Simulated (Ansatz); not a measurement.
**Single-point calculation, with input and output: W$_{3}$N$_{3}$ (charge +1)**

System: W$_{3}$N$_{3}$, charge +1.
Method: RKS PBE0-d3bjatm/def2-mTZVPP (Ansatz 0.2.0).

The geometry comes from this level: r2SCAN-D4/def2-SVP. Figures and captions count atoms from 1; the log counts them from 0 in places.

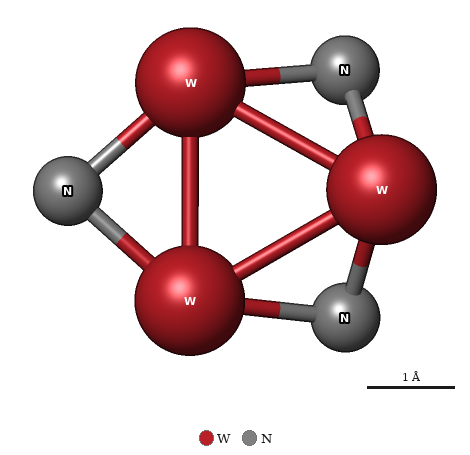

Fig. 1: The structure (ball-and-stick view, seen on its broad side). Sticks mark near contacts. Bond lengths as drawn: N–W 1.84 to 1.94 Å and W–W 2.52 to 2.58 Å.

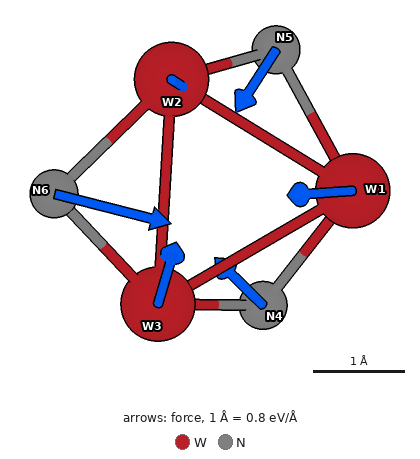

Fig. 2: Forces on the atoms as blue arrows (ball-and-stick view, seen at a tilt; atoms are numbered from 1 in the order of the input). The largest act on N6 (1.08 eV/Å); W1 (0.94 eV/Å); W2, W3 (0.89 eV/Å); N4 (0.77 eV/Å), among others. The geometry is not a stationary point of this energy.

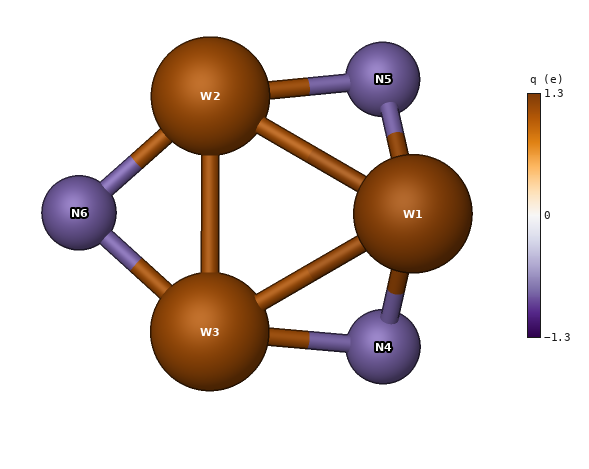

Fig. 3: Mulliken charges, as the colour of each atom (ball-and-stick view, seen on its broad side; atoms are numbered from 1 in the order of the input; Mulliken charges depend strongly on the basis). By element: W +1.15 to +1.22 and N −0.85 to −0.84 e.

These pictures come from the run below.

Input:
```yaml
crystal:
  periodic: [false, false, false]
  atoms:
    - {symbol: W, position_ang: [0.613434, -1.320601, 0.624214]}
    - {symbol: W, position_ang: [0.839238, 1.190812, 0.136323]}
    - {symbol: W, position_ang: [-1.456915, 0.150833, 0.153325]}
    - {symbol: N, position_ang: [-0.855023, -1.586250, -0.451791]}
    - {symbol: N, position_ang: [1.746708, -0.391865, -0.498291]}
    - {symbol: N, position_ang: [-0.887452, 1.957072, 0.036211]}
basis:
  gaussian: {orbitals: def2-mTZVPP}
total_charge: 1
hamiltonian: {xc: {name: PBE0}, dispersion: d3bjatm}
scf: {lower_state_search: off}
output: {forces: true}
```

Launched with:
```bash
ansatz run in.yaml --threads 4 --pin off --events-out ev --progress --plain --max-ram 4787MiB
```

The program's output:
```
Functional definition: PBE0
  name "PBE0"
  cite "Adamo & Barone, J. Chem. Phys. 110, 6158 (1999) doi:10.1063/1.478522"
  cite "Perdew, Burke & Ernzerhof, Phys. Rev. Lett. 77, 3865 (1996) doi:10.1103/PhysRevLett.77.3865"
  parent pbe
  parameter a = 0.25
  parameter kappa = 0.804
  parameter beta = 0.06672455060314922
  exchange = (1 - a)*pbe_x(kappa = kappa, mu = beta*pi^2/3) + a*exact_x
  correlation = pbe_c(beta = beta)
these checks for a lower state are left out or cut short: stability, starts, cluster_reference, orbital_swaps, neighbouring_geometries, increment
1872 factors; integrals over basis functions are off by at most 1.9e-4 eV
mean field evaluation 1: about -9888.9326 eV, gradient 1.5e2 eV
mean field evaluation 2: about -9550.1506 eV, gradient 3.2e2 eV
mean field evaluation 4: about -9874.4485 eV, gradient 1.5e2 eV
mean field evaluation 8: about -9930.7543 eV, gradient 2.0e1 eV
mean field evaluation 16: about -9931.9430 eV, gradient 2.3e-1 eV
mean field evaluation 32: about -9931.9432 eV, gradient 1.9e-4 eV
mean field -9931.94315567 eV, -364.9921788582 hartree, gradient 8.0e-6 eV, S^2 0.000000; 0 other end points of the search recorded, 0 dependent functions left out
the calculation of the forces begins
reference -9931.94319464 eV, -364.9921802903 hartree; 31, 31 occupied and 149, 149 virtual orbitals, 1872 factors
Total energy: -9932.25264333 eV, -365.0035523199 hartree
Atom 0 at     0.613434    -1.320601     0.624214 Å, force    -0.344254     0.830428     0.270737 eV/Å
Atom 1 at     0.839238     1.190812     0.136323 Å, force     0.052040    -0.667015    -0.589034 eV/Å
Atom 2 at    -1.456915     0.150833     0.153325 Å, force     0.640134    -0.297304    -0.549988 eV/Å
Atom 3 at    -0.855023    -1.586250    -0.451791 Å, force     0.172195     0.750610     0.073851 eV/Å
Atom 4 at     1.746708    -0.391865    -0.498291 Å, force    -0.695583     0.253471     0.174878 eV/Å
Atom 5 at    -0.887452     1.957072     0.036211 Å, force     0.175468    -0.870190     0.619557 eV/Å
Dipole moment:     0.170661    -0.359732     0.616533 e Å
Checks for a lower state left out: stability, starts, cluster_reference, orbital_swaps, neighbouring_geometries, increment
```

Key numbers:

| quantity | value |
| --- | --- |
| outcome | converged |
| total energy | −9932.2526 eV |
| mean-field energy | −9931.9432 eV |
| dispersion energy | −0.3094 eV |
| largest force (length of the vector) | 1.083 eV/Å |
| hardware | 4 threads of Arm Neoverse V1, 23 GiB of memory available, shared host |
| wall time | 6.5 s (CPU time 21 s) |
| peak memory | 0.54 GiB |
